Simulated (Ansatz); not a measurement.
**CH2BCl (SMILES B[C]Cl): UHF/STO-3G**

What is the vertical electron affinity of CH2BCl at UHF/STO-3G? 

The results are computed with Ansatz 0.2.0.

85 further runs of the same task are left out: 9 that didn't finish, 76 set aside as unsound or not needed.

### 1 The structure to begin with

The species is CH2BCl (5 atoms), meant as a triplet with charge 0. SMILES: `B[C]Cl`. The coordinates come from a GFN2-xTB relaxation.

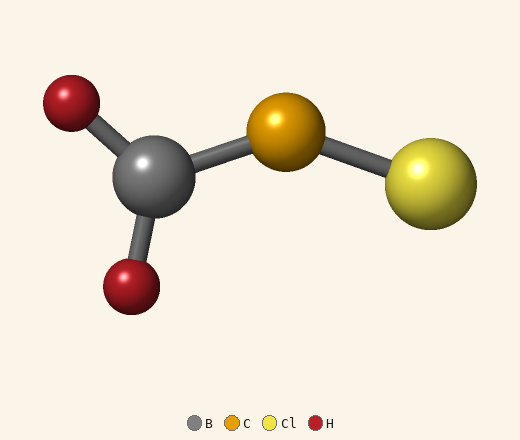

Viewed from a chosen angle; boron grey, carbon amber, chlorine yellow, hydrogen red.

### 2 A single-point energy at UHF/STO-3G

Contents of molecule.yaml:

```yaml
crystal:
  periodic: [false, false, false]
  atoms:
    - symbol: B
      position_ang: [0.414180, 0.139370, -0.472520]
    - symbol: C
      position_ang: [-0.487440, 0.280880, 0.684730]
    - symbol: Cl
      position_ang: [-1.470630, -0.583120, 1.652980]
    - symbol: H
      position_ang: [0.575730, -0.915570, -0.969770]
    - symbol: H
      position_ang: [0.968160, 1.078440, -0.895430]
basis:
  gaussian:
    orbitals: STO-3G
magnetization:
  spin_polarized: true
  initial_magnetization: 2
hamiltonian:
  xc: hf
accuracy: high
```

On the command line:

```
$ ansatz run molecule.yaml --threads 1 --pin off --max-ram 2610MiB --events-out events.jsonl --progress --plain --runs-dir runs
```

Output:

```text
Warning: RAYON_NUM_THREADS=1 ignored (pool sized by the plan → 1); use --threads N
Functional definition: HF
  name "HF"
  exchange = exact_x
  correlation = 0
370 factors; integrals over basis functions are off by at most 6.8e-9 eV
mean field evaluation 1: about -14077.4245 eV, gradient 1.2e1 eV
mean field evaluation 2: about -14077.4885 eV, gradient 1.2e1 eV
mean field evaluation 4: about -14079.0714 eV, gradient 2.1e0 eV
mean field evaluation 8: about -14079.2002 eV, gradient 1.2e-4 eV
mean field -14079.19836573 eV, -517.4009967171 hartree, gradient 9.6e-9 eV, S^2 2.015272; 0 other end points of the search recorded, 0 dependent functions left out
reference -14079.19836573 eV, -517.4009967171 hartree; 16, 14 occupied and 5, 7 virtual orbitals, 370 factors
Total energy: -14079.19836573 eV, -517.4009967171 hartree
```

It took 0.12 s on 1 thread of Arm Neoverse V2, shared host.

### 3 The doublet anion

Contents of run.yaml:

```yaml
crystal:
  periodic: [false, false, false]
  atoms:
    - symbol: B
      position_ang: [0.414180, 0.139370, -0.472520]
    - symbol: C
      position_ang: [-0.487440, 0.280880, 0.684730]
    - symbol: Cl
      position_ang: [-1.470630, -0.583120, 1.652980]
    - symbol: H
      position_ang: [0.575730, -0.915570, -0.969770]
    - symbol: H
      position_ang: [0.968160, 1.078440, -0.895430]
basis:
  gaussian:
    orbitals: STO-3G
magnetization:
  spin_polarized: true
  initial_magnetization: 1
total_charge: -1
accuracy: high
hamiltonian:
  xc: hf
```

On the command line:

```
$ ansatz run run.yaml --threads 1 --pin off --max-ram 2610MiB --events-out events.jsonl --progress --plain --runs-dir runs
```

Output:

```text
Warning: RAYON_NUM_THREADS=1 ignored (pool sized by the plan → 1); use --threads N
[... 4 set-up lines as earlier in the session ...]
370 factors; integrals over basis functions are off by at most 6.8e-9 eV
mean field evaluation 1: about -14074.0181 eV, gradient 1.2e1 eV
mean field evaluation 2: about -14074.0893 eV, gradient 1.2e1 eV
mean field evaluation 4: about -14075.5563 eV, gradient 2.1e0 eV
mean field evaluation 8: about -14075.8303 eV, gradient 1.1e0 eV
mean field evaluation 16: about -14075.9626 eV, gradient 1.4e-8 eV
mean field -14075.96264584 eV, -517.2820862043 hartree, gradient 1.1e-8 eV, S^2 1.150841; 0 other end points of the search recorded, 0 dependent functions left out
reference -14075.96264584 eV, -517.2820862043 hartree; 16, 15 occupied and 5, 6 virtual orbitals, 370 factors
Total energy: -14075.96264584 eV, -517.2820862043 hartree
```

Run time: 0.12 s. Hardware: 1 thread of Arm Neoverse V2, shared host.

### 4 Results

At UHF/STO-3G:

| quantity | value |
| --- | --- |
| triplet CH2BCl: total energy | -517.40100 Eh |
| triplet CH2BCl: ⟨S²⟩ | 2.015 |
| doublet anion: total energy | -517.28209 Eh |
| doublet anion: ⟨S²⟩ | 1.151 |
| vertical electron affinity (to the doublet anion) | -3.236 eV |

**Reading.** The anion lies 3.24 eV (312 kJ/mol) above the neutral: the electron isn't bound at this level, and such a value depends on the basis. Without diffuse functions anions come out too high. Hartree–Fock misses the correlation that binds many anions. In a minimal basis such a difference can be off by several eV, whatever the method. ⟨S²⟩ (doublet anion) is 1.15 where a pure doublet has 0.75: the reference is spin-contaminated.
